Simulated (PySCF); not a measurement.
# One shape, several levels: SiO (SMILES O=[Si])

We compute a comparison of 4 runs (B3LYP/STO-6G, PBE0/STO-6G, r2SCAN/STO-6G, UCCSD(T)/STO-6G) of SiO. The job is set up through a Python script.

Program for the calculation: PySCF 2.14.0.

24 further runs of the same task are left out: 13 that didn't finish, 11 set aside as unsound or not needed.

### 1 The molecule

SiO: 2 atoms, total charge 0, spin state singlet. As SMILES, `O=[Si]`. The O1–Si2 distance was set to 1.811 Å, away from the relaxed value.

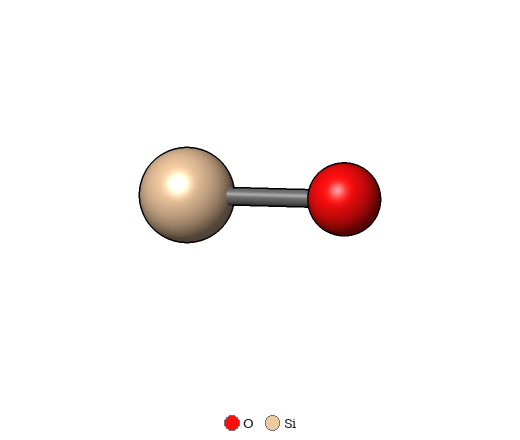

Viewed from a chosen angle; oxygen red, silicon light orange.

### 2 The energy at B3LYP/STO-6G (run 1)

Input file run.py:

```python
from pyscf import gto, dft

system = gto.Mole()
system.atom = '''
O     -1.695090     0.612475    -0.857202
Si     1.210748    -0.437472     0.612271
'''
system.unit = 'bohr'
system.verbose = 3
system.basis = 'sto-6g'
system.max_memory = 1860
system.spin = 0
system.build()

calc0 = dft.RKS(system, xc='b3lyp')
calc0.grids.level = 5
calc0.conv_tol = 1e-10
calc0.kernel()
if not calc0.converged:
    calc0 = calc0.newton().run(calc0.mo_coeff, calc0.mo_occ)

etot = calc0.e_tot
print('E = %.10f Eh' % etot)
```

The run is started by

```bash
$ OMP_NUM_THREADS=1 python run.py
```

What it wrote:

```text
converged SCF energy = -363.236959848791
E = -363.2369598488 Eh
```

Wall time 2.1 s (1 thread of Intel Xeon Platinum 8488C (Sapphire Rapids), shared host); peak memory 0.16 GiB.

### 3 A single-point energy at PBE0/STO-6G (run 2)

Input file run.py:

```python
from pyscf import gto, dft

mol = gto.M(
    atom=[
    ('O', (-0.897003, 0.324108, -0.453612)),
    ('Si', (0.640700, -0.231500, 0.324000)),
],
    charge=0,
    verbose=4,
    basis='sto-6g',
    max_memory=1860,
)

calc0 = dft.RKS(mol, xc='pbe0')
calc0.grids.level = 5
calc0.conv_tol = 1e-10
calc0.kernel()
if not calc0.converged:
    calc0 = calc0.newton().run(calc0.mo_coeff, calc0.mo_occ)

energy = calc0.e_tot
print(f'total energy: {energy:.8f} hartree')
```

The run is started by

```bash
$ OMP_NUM_THREADS=1 python run.py
```

What it wrote:

```text
PySCF version 2.14.0

[INPUT] num. atoms = 2
[INPUT] num. electrons = 22
[INPUT] charge = 0
[INPUT] spin (= nelec alpha-beta = 2S) = 0
[INPUT] symmetry False subgroup None
[INPUT] Mole.unit = angstrom
[INPUT] Symbol           X                Y                Z      unit          X                Y                Z       unit  Magmom
[INPUT]  1 O     -0.897003000000   0.324108000000  -0.453612000000 AA   -1.695090002913   0.612475354781  -0.857202446816 Bohr   0.0
[INPUT]  2 Si     0.640700000000  -0.231500000000   0.324000000000 AA    1.210747528009  -0.437471597837   0.612271264359 Bohr   0.0

nuclear repulsion = 32.7356195190775
number of shells = 8
number of NR pGTOs = 84
number of NR cGTOs = 14
basis = sto-6g
ecp = {}

******** <class 'pyscf.dft.rks.RKS'> ********
method = RKS
initial guess = minao
damping factor = 0
level_shift factor = 0
DIIS = <class 'pyscf.scf.diis.CDIIS'>
diis_start_cycle = 1
diis_space = 8
diis_damp = 0
SCF conv_tol = 1e-10
SCF conv_tol_grad = None
SCF max_cycles = 50
direct_scf = True
direct_scf_tol = 1e-13
XC library pyscf.dft.libxc version 7.0.0
    S. Lehtola, C. Steigemann, M. J.T. Oliveira, and M. A.L. Marques.,  SoftwareX 7, 1–5 (2018)
XC functionals = pbe0
radial grids:
    Treutler-Ahlrichs [JCP 102, 346 (1995); DOI:10.1063/1.469408] (M4) radial grids

becke partition: Becke, JCP 88, 2547 (1988); DOI:10.1063/1.454033
pruning grids: <function nwchem_prune>
grids dens level: 5
symmetrized grids: False
atomic radii adjust function: <function treutler_atomic_radii_adjust>
small_rho_cutoff = 0
Set gradient conv threshold to 1e-05
Initial guess from minao.
tot grids = 86536
init E= -362.703834679664
  HOMO = -0.288756048649834  LUMO = -0.0176871633863272  gap/eV = 7.37616
cycle= 1 E= -362.564326401302  delta_E= 0.14  |g|= 0.875  |ddm|= 1.89
  HOMO = 0.0861243453627114  LUMO = 0.478272233843523  gap/eV = 10.67089
cycle= 2 E= -357.641006201187  delta_E= 4.92  |g|=  2.3  |ddm|= 4.91
  HOMO = -0.163418670071407  LUMO = 0.103694981598576  gap/eV = 7.26853
cycle= 3 E= -362.72834724123  delta_E= -5.09  |g|= 0.79  |ddm|= 4.74
  HOMO = -0.165007271541608  LUMO = 0.104843178100734  gap/eV = 7.34300
cycle= 4 E= -362.714837425686  delta_E= 0.0135  |g|= 0.801  |ddm|= 0.0295
  HOMO = -0.156087529621827  LUMO = 0.0913639153981549  gap/eV = 6.73350
cycle= 5 E= -362.877643738488  delta_E= -0.163  |g|= 0.624  |ddm|= 0.39
  HOMO = -0.106512863138796  LUMO = 0.0943931136660162  gap/eV = 5.46693
cycle= 6 E= -362.919712097663  delta_E= -0.0421  |g|= 0.673  |ddm|=  1.4
  HOMO = -0.127218042615747  LUMO = 0.0883272447449253  gap/eV = 5.86529
cycle= 7 E= -363.037817100433  delta_E= -0.118  |g|= 0.00284  |ddm|= 0.615
  HOMO = -0.127846288833024  LUMO = 0.088446319432458  gap/eV = 5.88562
cycle= 8 E= -363.037737205744  delta_E= 7.99e-05  |g|= 0.0174  |ddm|= 0.0222
  HOMO = -0.128596386842993  LUMO = 0.0884269956462605  gap/eV = 5.90551
cycle= 9 E= -363.037809373011  delta_E= -7.22e-05  |g|= 0.00724  |ddm|= 0.00979
  HOMO = -0.128999632918885  LUMO = 0.0884057244878024  gap/eV = 5.91590
cycle= 10 E= -363.037824702539  delta_E= -1.53e-05  |g|= 0.000181  |ddm|= 0.00689
  HOMO = -0.129005402425571  LUMO = 0.0884055835857062  gap/eV = 5.91605
cycle= 11 E= -363.037824712246  delta_E= -9.71e-09  |g|= 1.27e-05  |ddm|= 0.000169
  HOMO = -0.1290061461684  LUMO = 0.0884055582405541  gap/eV = 5.91607
cycle= 12 E= -363.037824712293  delta_E= -4.72e-11  |g|= 3.15e-08  |ddm|= 1.24e-05
  HOMO = -0.129006138606993  LUMO = 0.0884055587241354  gap/eV = 5.91607
Extra cycle  E= -363.037824712293  delta_E= 3.41e-13  |g|= 1.67e-07  |ddm|= 2e-07
converged SCF energy = -363.037824712293
total energy: -363.03782471 hartree
```

Wall time 1.9 s (1 thread of Intel Xeon Platinum 8488C (Sapphire Rapids), shared host); peak memory 0.16 GiB.

Run 3 isn't shown in full; the table further down has it.

### 4 A single-point energy at UCCSD(T)/STO-6G (run 4)

Input file input.py:

```python
from pyscf import gto, scf, cc

system = gto.M(
    atom='''
O     -0.897003     0.324108    -0.453612
Si     0.640700    -0.231500     0.324000
''',
    basis='sto-6g',
    spin=0,
    max_memory=1860,
    charge=0,
    verbose=3,
)

hf = scf.UHF(system)
hf.conv_tol = 1e-10
hf.kernel()
if not hf.converged:
    hf = hf.newton().run(hf.mo_coeff, hf.mo_occ)
for _ in range(3):
    mo, _, stable, _ = hf.stability(return_status=True)
    if stable:
        break
    hf.kernel(hf.make_rdm1(mo, hf.mo_occ))

mycc = cc.CCSD(hf, frozen=6)
mycc.kernel()
e_t = mycc.ccsd_t()
etot = mycc.e_tot + e_t
print('Final energy', etot)
```

The run is started by

```bash
$ OMP_NUM_THREADS=1 python input.py
```

What it wrote:

```text
converged SCF energy = -362.288408004013  <S^2> = 1.1084467e-11  2S+1 = 1
<class 'pyscf.scf.uhf.UHF'> wavefunction has an internal instability
converged SCF energy = -362.328750353064  <S^2> = 1.2119644  2S+1 = 2.4182344
<class 'pyscf.scf.uhf.UHF'> wavefunction has an internal instability
converged SCF energy = -362.35648964894  <S^2> = 0.89355799  2S+1 = 2.1387454
<class 'pyscf.scf.uhf.UHF'> wavefunction is stable in the internal stability analysis
E(UCCSD) = -362.4721029207936  E_corr = -0.1156132718534811
UCCSD(T) correction = -0.00887918130866381
Final energy -362.48098210210225
```

Wall time 0.99 s (1 thread of Intel Xeon Platinum 8488C (Sapphire Rapids), shared host); peak memory 0.12 GiB.

### 5 All runs side by side

```tsv
run	level	integration grid	frozen core orbitals	energy (Eh)	dipole moment (D) of the reference	HOMO energy (eV)	LUMO energy (eV)	wall time
1	B3LYP/STO-6G	5	–	-363.236960	1.82	-3.27	2.21	2.1 s
2	PBE0/STO-6G	5	–	-363.037825	1.84	-3.51	2.41	1.9 s
3	r2SCAN/STO-6G	5	–	-363.206395	1.73	-2.57	1.55	2.5 s
4	UCCSD(T)/STO-6G	–	6	-362.480982	1.45	-5.15	6.39	0.99 s
```

### 6 Results

```
                                          quantity          value
                               run 4: total energy  -362.48098 Eh
       run 4: dipole moment (Hartree–Fock density)         1.45 D
        run 4: HOMO energy (Hartree–Fock orbitals)       -5.15 eV
        run 4: LUMO energy (Hartree–Fock orbitals)        6.39 eV
      run 4: HOMO–LUMO gap (Hartree–Fock orbitals)       11.54 eV
run 4: correlation energy (6 core orbitals frozen)     -124.5 mEh
                             run 4: (T) correction      -8.88 mEh
          run 4: ⟨S²⟩ of the reference determinant          0.894
                              run 4: T1 diagnostic          0.172
```

What this shows: Over runs 1, 2, 3 the dipole moment (its size) runs from 1.73 D (r2SCAN/STO-6G) to 1.84 D (PBE0/STO-6G). Over runs 1, 2, 3 the HOMO–LUMO gap runs from 4.12 eV (r2SCAN/STO-6G) to 5.92 eV (PBE0/STO-6G). Totals of different functionals can't be ranked against each other. In runs 1, 2, 3, 4 the basis is minimal, so the values are rough. Spin contamination of the reference: run 4 ⟨S²⟩ = 0.89. Where it is this large, the reference is a mixture of spin states, and values that rest on it are in doubt. All runs together took 7.6 s, the longest 2.5 s.
